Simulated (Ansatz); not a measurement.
## Single-point calculation, with input and output: BSiNH₅F

System: BSiNH₅F, SMILES NB(F)[SiH3].
Method: direct RPA on PBE orbitals, frozen core/def2-TZVPP (Ansatz 0.2.0).

The geometry comes from this level: PBE0-D4/def2-TZVP.

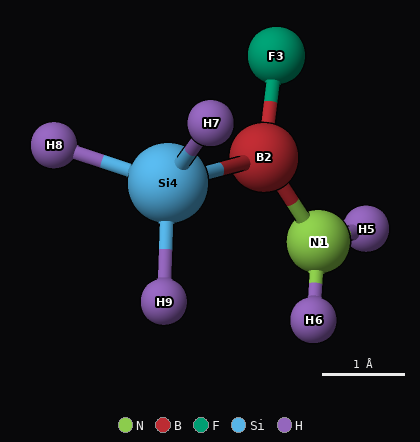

Fig. 1: The structure as given in the input (ball-and-stick view, seen at a tilt; atoms are numbered from 1 in the order of the input). Bond lengths as drawn: B–F 1.34 Å, B–N 1.39 Å, B–Si 2.03 Å, H–N 1.00 to 1.01 Å and H–Si 1.49 Å.

### Input
```yaml
crystal:
  periodic: [false, false, false]
  atoms:
    - {symbol: N, position_ang: [0.573750, 1.486291, -0.437476]}
    - {symbol: B, position_ang: [0.625213, 0.096376, -0.469445]}
    - {symbol: F, position_ang: [1.592837, -0.476349, -1.204614]}
    - {symbol: Si, position_ang: [-0.693105, -1.074014, 0.538471]}
    - {symbol: H, position_ang: [1.228100, 2.065449, -0.940358]}
    - {symbol: H, position_ang: [-0.115755, 1.994775, 0.086309]}
    - {symbol: H, position_ang: [-1.468532, -1.934978, -0.396991]}
    - {symbol: H, position_ang: [0.008292, -1.965654, 1.502935]}
    - {symbol: H, position_ang: [-1.662199, -0.238096, 1.304169]}
basis:
  gaussian: {orbitals: def2-TZVPP}
hamiltonian: {xc: pbe}
correlation: {method: rpa}
```

Launch command:
```bash
ansatz run in.yaml --threads 2 --pin off --events-out ev --progress --plain --max-ram 4352MiB
```

### Output
```
Functional definition: PBE
  name "PBE"
  cite "Perdew, Burke & Ernzerhof, Phys. Rev. Lett. 77, 3865 (1996) doi:10.1103/PhysRevLett.77.3865"
  parent pbe
  parameter kappa = 0.804
  parameter beta = 0.06672455060314922
  exchange = pbe_x(kappa = kappa, mu = beta*pi^2/3)
  correlation = pbe_c(beta = beta)
1214 factors; integrals over basis functions are off by at most 1.3e-3 eV
mean field evaluation 1: about -12827.9616 eV, gradient 7.1e1 eV
mean field evaluation 2: about -12827.9549 eV, gradient 7.1e1 eV
mean field evaluation 4: about -12836.1452 eV, gradient 2.2e1 eV
mean field evaluation 8: about -12837.3628 eV, gradient 1.0e0 eV
mean field evaluation 16: about -12837.3647 eV, gradient 6.8e-5 eV
mean field -12837.36473730 eV, -471.7644526174 hartree, gradient 3.7e-6 eV, S^2 0.000000; 0 other end points of the search recorded, 0 dependent functions left out
8 core orbitals not correlated: weight in the atoms' cores, before any rotation towards them, 1.000 or more for the frozen orbitals, at most 0.000 for the correlated occupied ones
reference -12804.43053302 eV, -470.5541429339 hartree; 12, 12 occupied and 185, 185 virtual orbitals, 1214 factors
Total energy: -12835.50480357 eV, -471.6961013136 hartree
```

### Summary

```json
{"quantity": "outcome", "value": "converged"}
{"quantity": "total energy", "value": "−12835.5048 eV"}
{"quantity": "mean-field energy", "value": "−12804.4305 eV"}
{"quantity": "SCF solution under orbital rotations", "value": "stable"}
{"quantity": "hardware", "value": "2 threads of Arm Neoverse V2, 23 GiB of memory available, shared host"}
{"quantity": "wall time", "value": "4.4 s (CPU time 8.5 s)"}
{"quantity": "peak memory", "value": "0.37 GiB"}
```
